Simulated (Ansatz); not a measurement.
Start from SiC (space group P6_3mc, No. 186; a = 3.058 Å, c = 10.012 Å). Axes: x lies along a and z along c of the hexagonal cell.

Now apply this change: uniaxial strain ε_zz = +3.00 %, all other strain components held at zero; the atoms relax in the strained cell.

Calculations: LDA (Ansatz, an electronic-structure program), spin-orbit coupling left out.

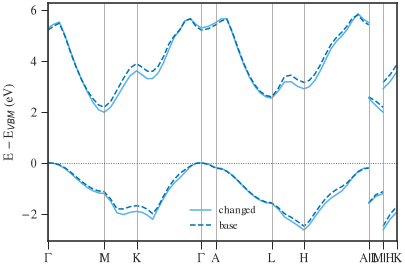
Fig. 1. Highest valence and lowest conduction band along the path, each from its own valence-band maximum

From the figure, how large is the changed gap, and is it direct?

About 2.0 eV, indirect, Γ → M.

Stability against distortions was not tested.
